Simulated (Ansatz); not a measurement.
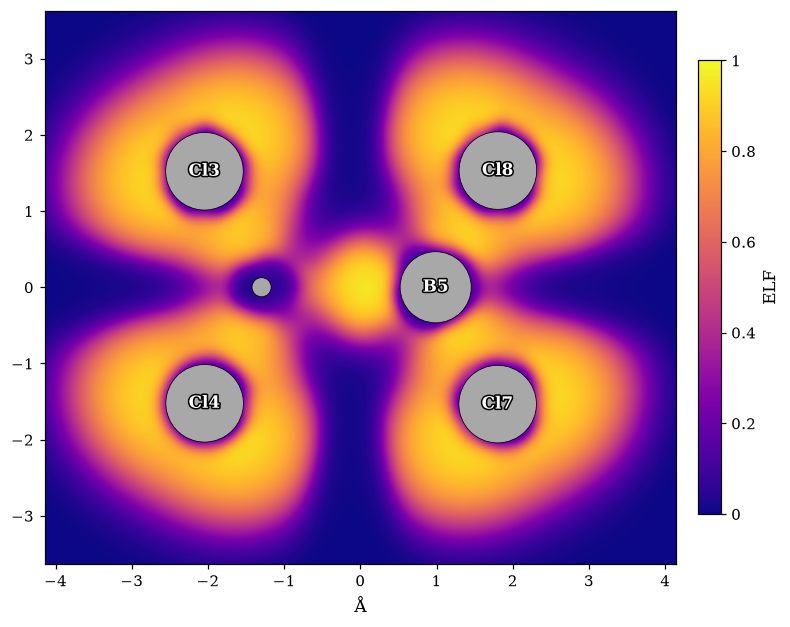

Figure 1: BCl3···BCl2H. Electron localisation function on the plane of atoms Cl7, B5 and Cl8. Grey discs cover the atomic cores.

A transition-state structure; geometry: PBE0-D4/def2-TZVP.

Theory: Ansatz 0.2.0, RKS PBE0-D4/def2-TZVPP.

| atom | x (Å) | y (Å) | z (Å) |
| --- | --- | --- | --- |
| B | -0.8136 | -0.7407 | -0.3860 |
| Cl | -0.7338 | -0.7147 | 1.4321 |
| Cl | -0.0999 | -2.1328 | -1.1849 |
| Cl | -2.1624 | 0.1068 | -1.1267 |
| B | 0.8129 | 0.7400 | 0.3762 |
| H | 0.3265 | 0.3164 | -0.6828 |
| Cl | 0.2955 | 2.3380 | 0.8134 |
| Cl | 2.3747 | 0.0869 | 0.7587 |

What do the fields say about this system?

- The section cuts through Cl and B sites.
- B–Cl (1.74 Å): the ELF peaks at about 0.90 between the atoms: a polar covalent bond.
- The ELF also peaks beside Cl4, Cl7, Cl8 and Cl3, away from the bonds: lone-pair regions.
